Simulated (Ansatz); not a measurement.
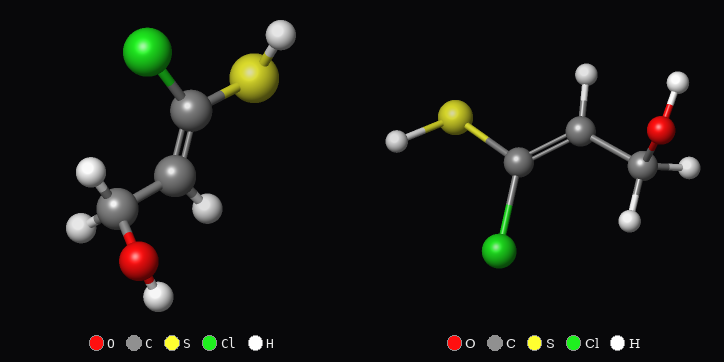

Two views of one molecule.

The computed structure is the end point of a PBE0-D4/def2-TZVP optimisation. No frequency run is at hand to confirm it as a minimum.

> Count the atoms of each element.

C3H5ClOS, 11 atoms: 3 carbon, 5 hydrogen, 1 chlorine, 1 oxygen and 1 sulfur.

> How many bonds of each kind are drawn?

3 C–H, 2 C–C, 1 C–O, 1 C–S, 1 C–Cl, 1 O–H, 1 S–H.

The parts below concern this one geometry. Atoms keep their numbers from picture to picture.

Shape

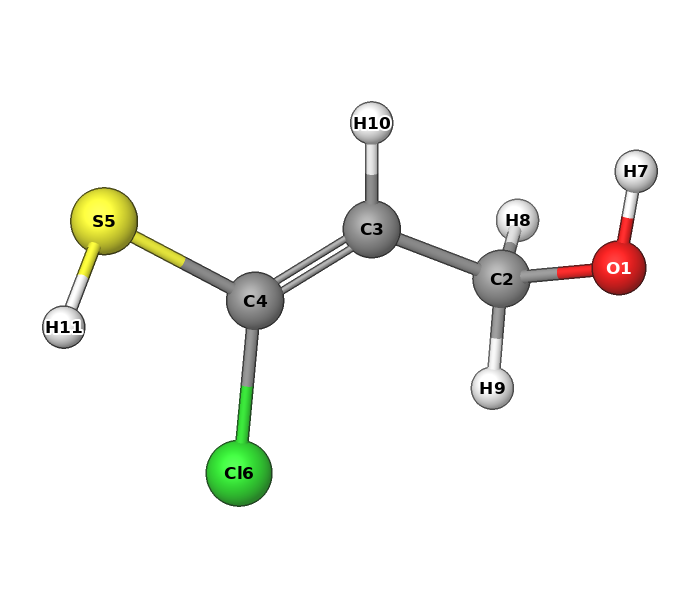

Numbered structure. No frequency run is at hand to confirm it as a minimum.

> What is the geometry at O1?

O1 has 2 neighbours (C2 at 1.41, H7 at 0.96 Å); the arrangement is bent.

> Describe the coordination of atom 3.

C3 has 3 neighbours (C2 at 1.49, C4 at 1.33, H10 at 1.09 Å); the arrangement is trigonal planar.

> How are the neighbours of atom 2 arranged?

C2 has 4 neighbours (O1 at 1.41, C3 at 1.49, H8 at 1.10, H9 at 1.09 Å); the arrangement is tetrahedral.

> What is the geometry at C4?

C4 has 3 neighbours (C3 at 1.33, S5 at 1.75, Cl6 at 1.73 Å); the arrangement is trigonal planar.

> What is the dihedral angle O1–C2–C3–C4?

123° in size, that is anticlinal.

Dipole moment

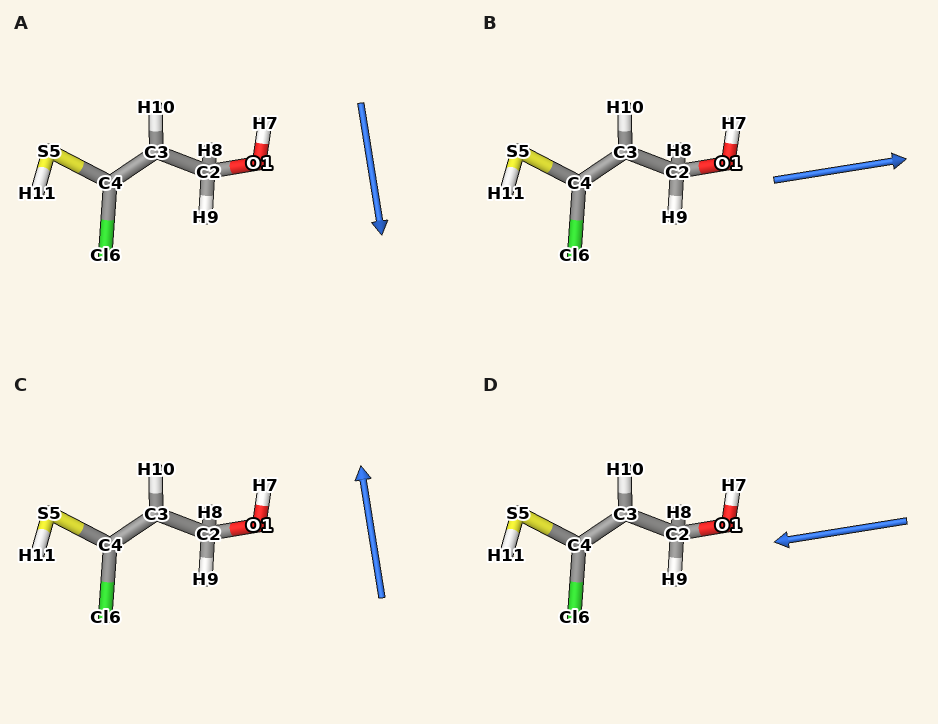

The same molecule four times, each with an arrow. No frequency run is at hand to confirm it as a minimum. Level of theory: RKS ωB97M-V/def2-TZVPP (Ansatz 0.2.0).

> Which arrow points along the dipole moment, from the negative to the positive end?

C. The dipole moment is 1.53 D; it points from the side of Cl6 to the side of H10 (the outermost atoms at the two ends).

Levels of theory compared

No frequency run is at hand to confirm it as a minimum. Program: Ansatz 0.2.0.

Tabulate HOMO energy (eV) at these levels: B3LYP-D4/def2-TZVPP; PBE-D4/def2-TZVPP; PBE0-D4/def2-TZVPP; r2SCAN-D4/def2-TZVPP; ωB97M-V/def2-TZVPP; ωB97X-V/def2-TZVPP.

```
               level  HOMO energy (eV)
 B3LYP-D4/def2-TZVPP             −6.72
   PBE-D4/def2-TZVPP             −5.81
  PBE0-D4/def2-TZVPP             −6.94
r2SCAN-D4/def2-TZVPP             −6.03
  ωB97M-V/def2-TZVPP             −9.07
  ωB97X-V/def2-TZVPP             −9.21
```

Charges

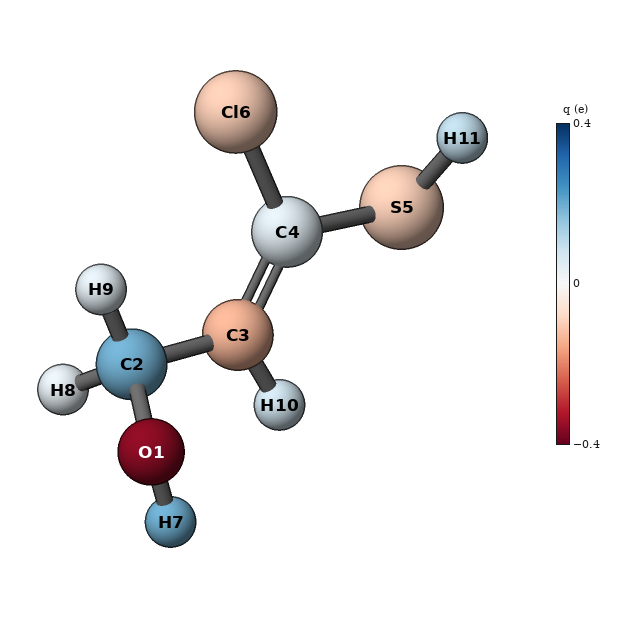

Atoms are coloured by their Mulliken charges. No frequency run is at hand to confirm it as a minimum. Level of theory: RKS r2SCAN-D4/def2-TZVPP (Ansatz 0.2.0).

> Which atom carries the highest charge (most positive or least negative)?

C2, H7 (0.19 e).

> And the lowest?

O1 (−0.35 e).

Give the Mulliken charges atom by atom.

```json
{"atom": "O1", "value (e)": "−0.35"}
{"atom": "C2", "value (e)": "0.19"}
{"atom": "C3", "value (e)": "−0.13"}
{"atom": "C4", "value (e)": "0.04"}
{"atom": "S5", "value (e)": "−0.09"}
{"atom": "Cl6", "value (e)": "−0.10"}
{"atom": "H7", "value (e)": "0.19"}
{"atom": "H8", "value (e)": "0.03"}
{"atom": "H9", "value (e)": "0.04"}
{"atom": "H10", "value (e)": "0.08"}
{"atom": "H11", "value (e)": "0.10"}
```

Mulliken values depend strongly on the basis set and can even reverse the polarity of a bond.
